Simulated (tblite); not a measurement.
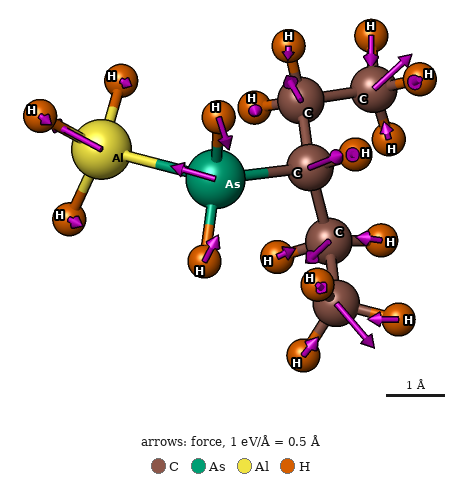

Starting geometry of C5H16AlAs with the computed forces as purple arrows. The picture is a ball-and-stick view, seen at a tilt.

The calculation used GFN2-xTB geometry optimisation, gas phase in tblite 0.8.0. 

Q: Is this structure relaxed? If not, where do the atoms go?

A: It isn't relaxed: the largest force vector, on the Al atom, is 2.51 eV/Å. The final displacements have little in common with the starting forces (cosine between the two patterns 0.20). The energy falls by 165.3 kJ/mol in 186 geometry steps. The atom that moves furthest after the best rigid fit is an H atom (1.48 Å). By element the largest moves are H 1.48 Å, C 0.32 Å, As 0.20 Å, Al 0.19 Å. Some distances before and after: Al–As 2.441 → 2.600 Å, As–H 1.577 → 1.493 Å, As–H 1.554 → 1.506 Å, C–C 1.492 → 1.532 Å. Among the angles between lasting bonds that change: Al–As–H 106.4° → 152.0°, H–As–H 113.0° → 90.3°, As–Al–H 114.2° → 97.3°. Groups turn about Al–As by about 55°, C–C by about 50°.
